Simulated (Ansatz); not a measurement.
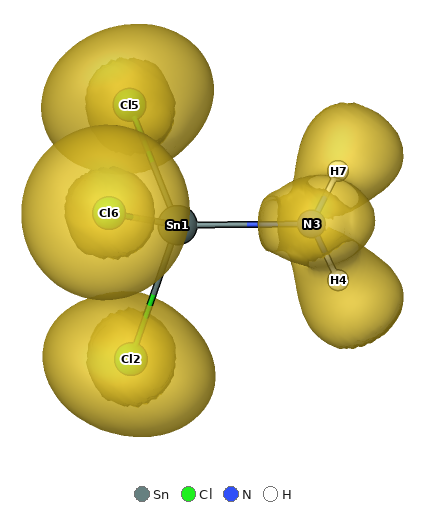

Figure 1: Cl3H2NSn. Isosurface of the ELF at 0.75 (yellow), seen across its widest extent. Core shells and regions of very low density are left out.

Core potentials replace the inner electrons of Sn.

Method: Ansatz 0.2.0, RKS B3LYP-D4/def2-SVP.

Input

```
crystal:
  periodic: [false, false, false]
  atoms:
    - { symbol: Sn, position_ang: [0.40841, 0.347257, 0.886985] }
    - { symbol: Cl, position_ang: [-1.997909, -0.220566, -1.876203] }
    - { symbol: "N", position_ang: [1.001294, -1.087542, -0.273577] }
    - { symbol: H, position_ang: [-0.925252, -0.909017, -1.543847] }
    - { symbol: Cl, position_ang: [0.961223, 2.625997, 1.13849] }
    - { symbol: Cl, position_ang: [-1.110207, -0.111136, 2.603555] }
    - { symbol: H, position_ang: [1.662441, -0.644993, -0.935403] }
basis:
  gaussian: { orbitals: def2-SVP }
hamiltonian:
  xc: b3lyp
  dispersion: d4
relax:
  f_tol: 0.03
  max_steps: 50
output:
  orbitals: {}
```

Run with:

```sh
ansatz run input.yaml --threads 2 --pin off --max-ram 3072MiB --backend cpu --events-out ev --progress --plain --runs-dir out
```

The fields are those of the run's last geometry, not of the input's.

> Where are the electrons localised?

At this value the surface marks out three regions wrapped around Cl (the valence shell of each) and one joined region spread over several atoms (H, N), in which their bonds and any lone pairs are merged. Along the contacts the grid gives the following. Sn–N (2.03 Å): the ELF peaks at about 0.85 in the valence shell of N, 0.7 Å from its nucleus, and drops to about 0.15 between the two atoms. Sn–Cl (2.34 Å): the ELF peaks at about 0.80 in the valence shell of Cl, 0.8 Å from its nucleus, and drops to about 0.15 between the two atoms.
